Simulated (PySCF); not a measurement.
C$_{7}$H$_{8}$NO (SMILES NCc1ccc([O])cc1) (doublet)

```xyz
17

N     2.5896   -0.0364   -0.5388
C     1.7529   -0.7944    0.3866
C     0.3273   -0.3432    0.2611
C    -0.1403    0.7477    1.0125
C    -1.4074    1.2249    0.8531
C    -2.3185    0.6478   -0.1185
O    -3.4638    1.0831   -0.2875
C    -1.7917   -0.4664   -0.8854
C    -0.5200   -0.9215   -0.6985
H     2.2847   -0.1755   -1.4962
H     2.5464    0.9555   -0.3310
H     2.1346   -0.6257    1.3958
H     1.8569   -1.8537    0.1416
H     0.5218    1.1960    1.7418
H    -1.7776    2.0492    1.4442
H    -2.4515   -0.9199   -1.6100
H    -0.1503   -1.7555   -1.2808
```

Geometry: GFN2-xTB.

Method: UKS B3LYP, pcH-1 on C H N O, non-relativistic, mean-field spin-orbit, GIAO (PySCF 2.14.0, density-fitted response routines).

**Predict the electron density, electron localisation function and spin density between the atoms.**

C–O (1.24 Å): the density is about 3.1 e/Å³ at the midpoint; the ELF peaks at about 0.90 between the atoms (a short, strongly polar bond).
C–C (1.36 Å): the density is about 2.2 e/Å³ at the midpoint; the ELF peaks at about 0.95 between the atoms; a covalent bond.
C–C (1.40 Å): ρ is about 2.1 e/Å³ halfway; the ELF peaks at about 0.95 between the atoms: localised, covalent bonding.
C–C (1.45 Å): ρ at the midpoint is about 1.9 e/Å³; the ELF peaks at about 0.95 between the atoms (localised, covalent bonding).
The unpaired spin (1 electron) lies mostly on O7 (about 0.3), C3 (about 0.2), C5 (about 0.2) and C8 (about 0.2), in electrons by Hirshfeld's partition.

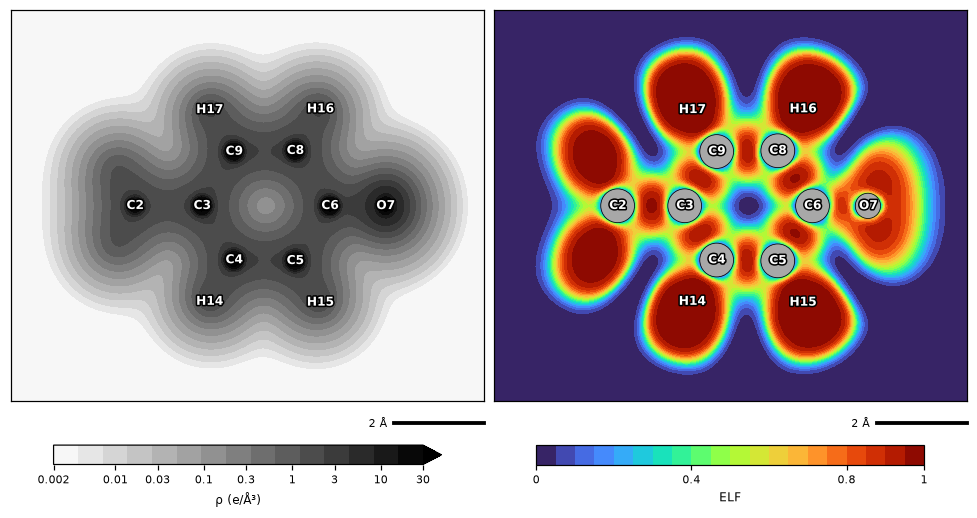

Computed electron density and electron localisation function on the plane of atoms O7, C6 and C8, in this order. Grey discs cover the atomic cores in the ELF map. 
